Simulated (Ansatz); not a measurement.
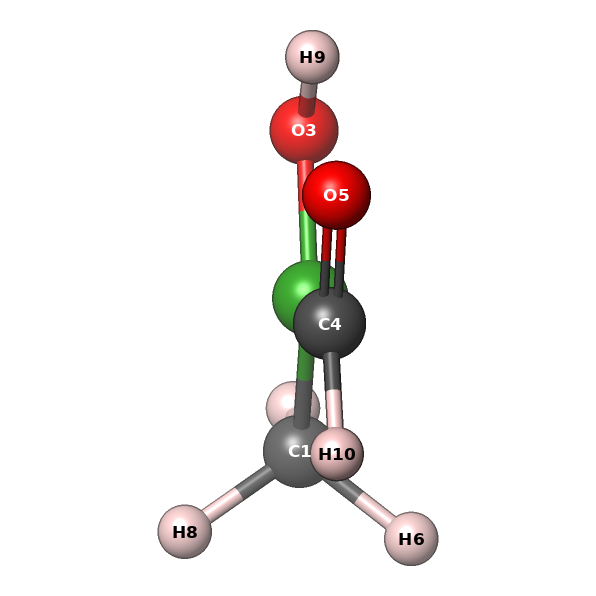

B2 lies behind C4. The molecule seen nearly along the C4–B2 bond, C4 in front. Atoms fade into the background with distance from the viewer. The computed structure is the end point of a PBE0-D4/def2-TZVP optimisation.

What is the torsion angle O5–C4–B2–O3? The sign is positive where the front bond must turn clockwise to cover the back bond.

Answer. 0°, synperiplanar (eclipsed).
